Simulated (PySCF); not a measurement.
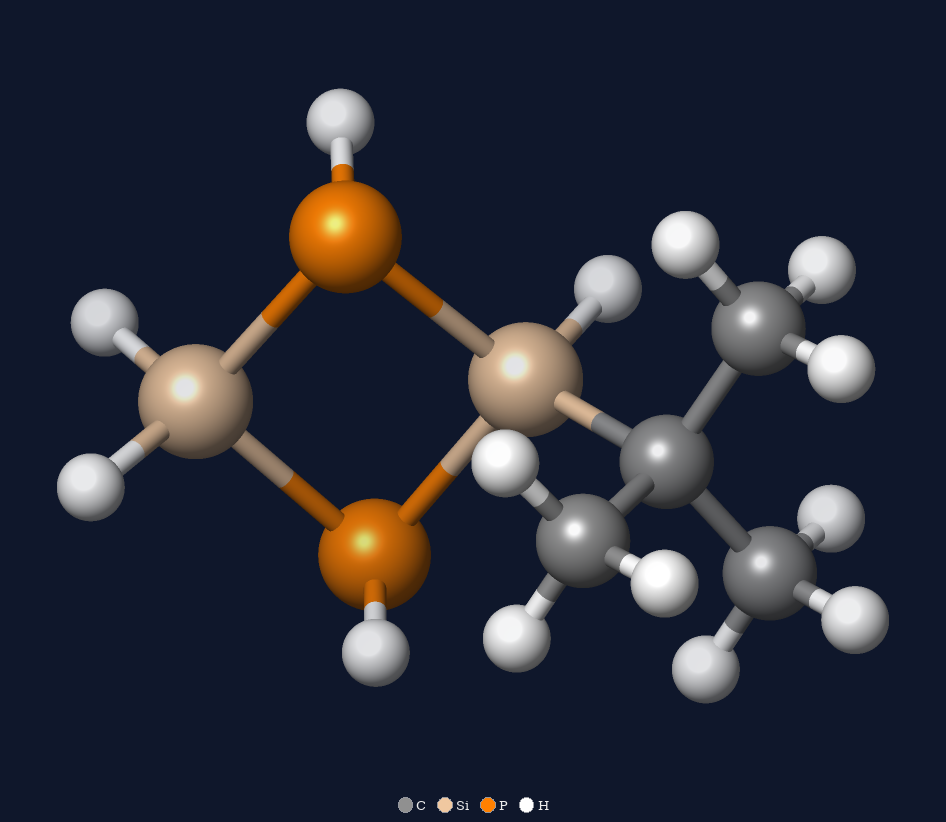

Every bond is drawn as one stick, whatever its order.

> Count the atoms of each element.

C₄H₁₄P₂Si₂, 22 atoms: 4 carbon, 14 hydrogen, 2 phosphorus and 2 silicon.

> Write the SMILES.

CC(C)(C)[SiH]1P[SiH2]P1

More results for the same structure follow; atom numbers are the same in all pictures, views and colours differ. The geometry was computed by an optimisation with PBE0-D3(BJ)/def2-SVP. No frequency run is at hand to confirm it as a minimum.

Geometry

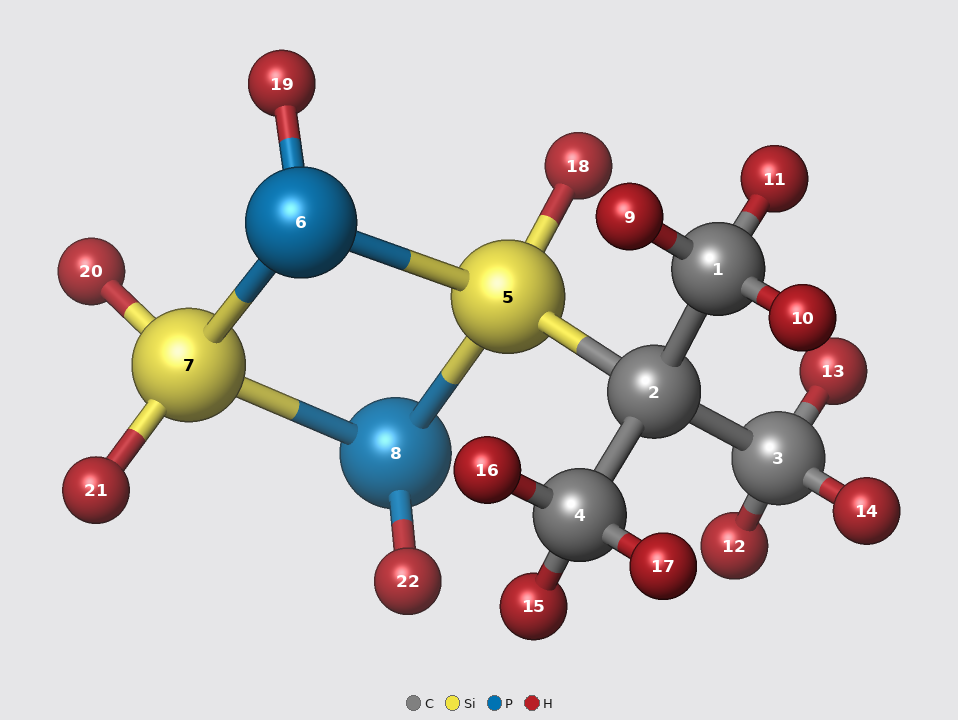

Numbered structure. No frequency run is at hand to confirm it as a minimum.

What are the angles C1–C2–C4, C2–C4–H15, C2–C4–H16, C2–Si5–P6, C2–Si5–P8, C3–C2–C4, Si5–P6–H19, P6–Si5–H18, P6–Si7–P8, Si7–P6–H19, Si7–P8–H22, P8–Si5–H18?

| angle | degrees |
| --- | --- |
| C1–C2–C4 | 109.9 |
| C2–C4–H15 | 112.1 |
| C2–C4–H16 | 111.8 |
| C2–Si5–P6 | 111.3 |
| C2–Si5–P8 | 114.7 |
| C3–C2–C4 | 110.6 |
| Si5–P6–H19 | 94.9 |
| P6–Si5–H18 | 111.2 |
| P6–Si7–P8 | 100.6 |
| Si7–P6–H19 | 94.4 |
| Si7–P8–H22 | 92.2 |
| P8–Si5–H18 | 109.6 |

Levels of theory compared

No frequency run is at hand to confirm it as a minimum. Program: PySCF 2.14.0.

Compare HOMO energy (eV) at these levels: B3LYP/pcSseg-1; CAM-B3LYP/def2-SVPD; PBE0/pcSseg-1; PBE0/pcSseg-1 in acetone (IEF-PCM); PBE0/pcSseg-1 in acetonitrile (IEF-PCM).

| level | HOMO energy (eV) |
| --- | --- |
| B3LYP/pcSseg-1 | −6.53 |
| CAM-B3LYP/def2-SVPD | −7.83 |
| PBE0/pcSseg-1 | −6.77 |
| PBE0/pcSseg-1 in acetone (IEF-PCM) | −6.75 |
| PBE0/pcSseg-1 in acetonitrile (IEF-PCM) | −6.75 |

Excitation

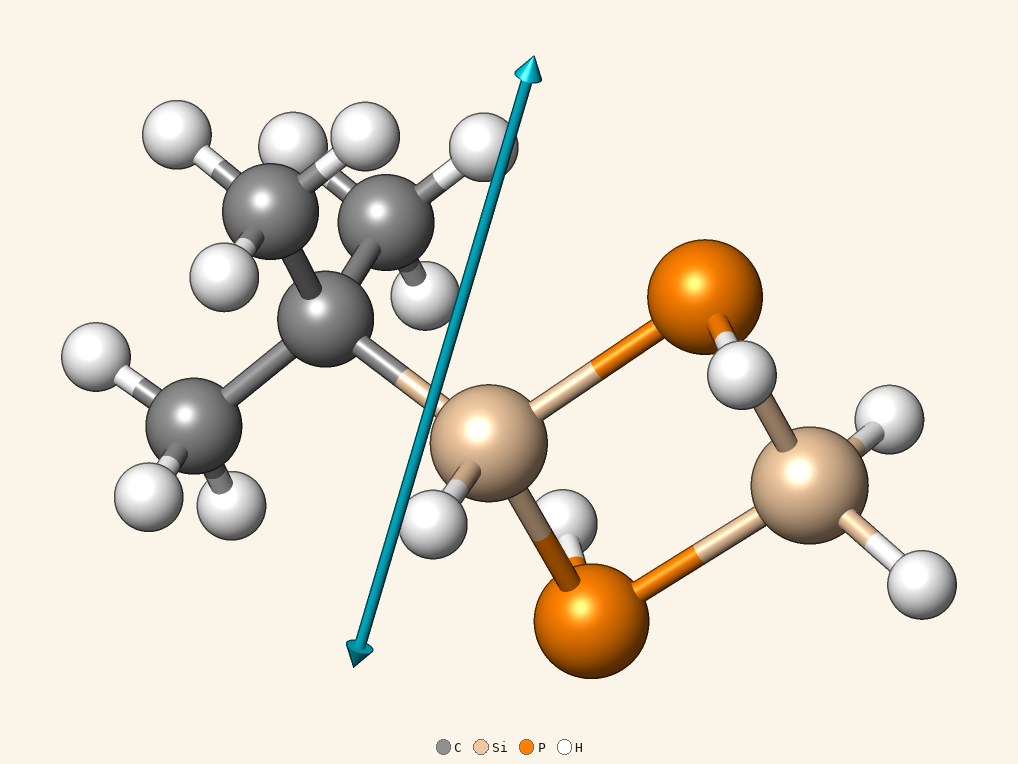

The double arrow shows the direction of the transition dipole to excited singlet state 9 (its length means nothing). No frequency run is at hand to confirm it as a minimum. Properties computed with TDDFT CAM-B3LYP/def2-SVPD, vertical, gas phase, core orbitals frozen in the response (PySCF 2.14.0).

> Give its energy, strength and character.

6.77 eV (183 nm), oscillator strength 0.076, of mixed character, with the largest part HOMO−3 → LUMO (weight 0.22); transition dipole 1.72 D.

Polarisability

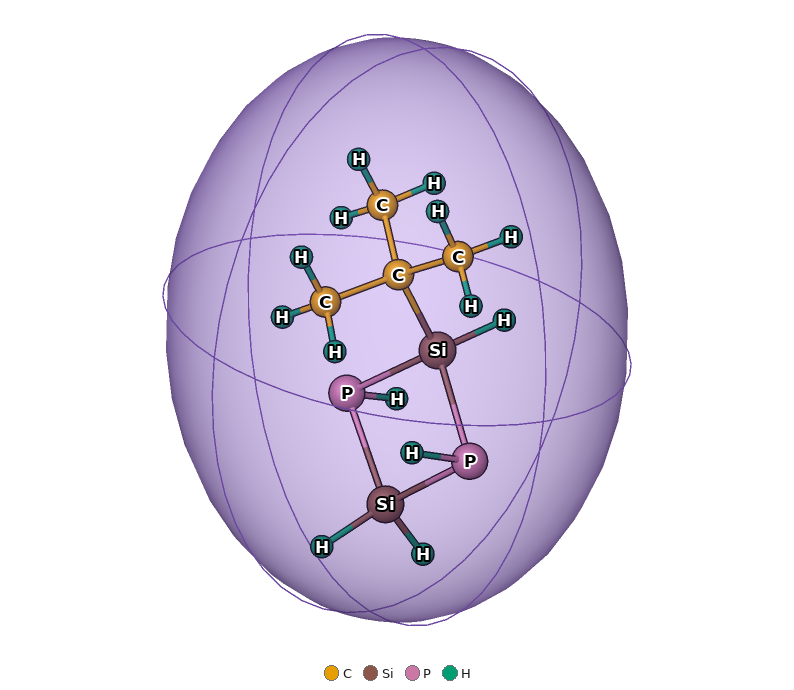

The ellipsoid shows the static dipole polarisability: its half-axes are proportional to the principal values. No frequency run is at hand to confirm it as a minimum. Level of theory: CAM-B3LYP/def2-SVPD (PySCF 2.14.0).

> Give the principal values, the mean and the anisotropy.

Principal values 129.3, 156.7, 177.7 bohr³; mean 154.5 bohr³ (22.90 Å³); anisotropy 42.1 bohr³, so the longest axis is 1.37 times the shortest.

Ring current

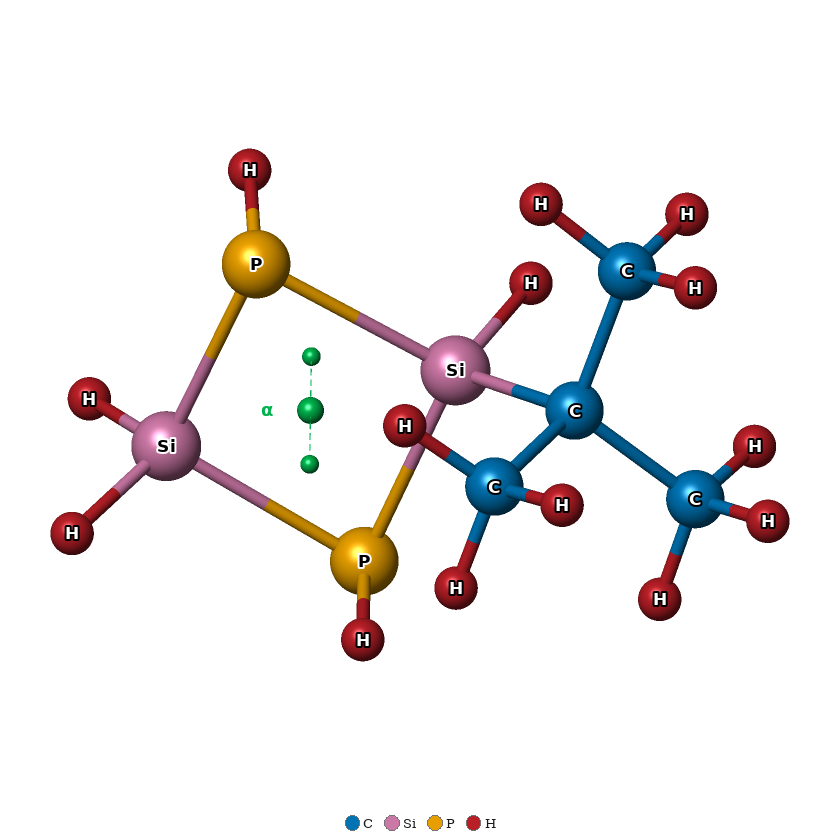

The small points mark where nucleus-independent chemical shifts (NICS) were computed: at the centre of each lettered ring and 1 Å above and below it. No frequency run is at hand to confirm it as a minimum. Level of theory: GIAO PBE0/pcSseg-1 NMR shielding, non-relativistic, IEF-PCM acetonitrile (PySCF 2.14.0).

Give NICS(0), NICS(1) and the out-of-plane component NICS(1)zz for each ring (means of the two sides).

| ring | members | NICS(0) | NICS(1) | NICS(1)zz |
| --- | --- | --- | --- | --- |
| α | Si2P2 | −0.1 | −1.1 | 9.2 |

Values in ppm.
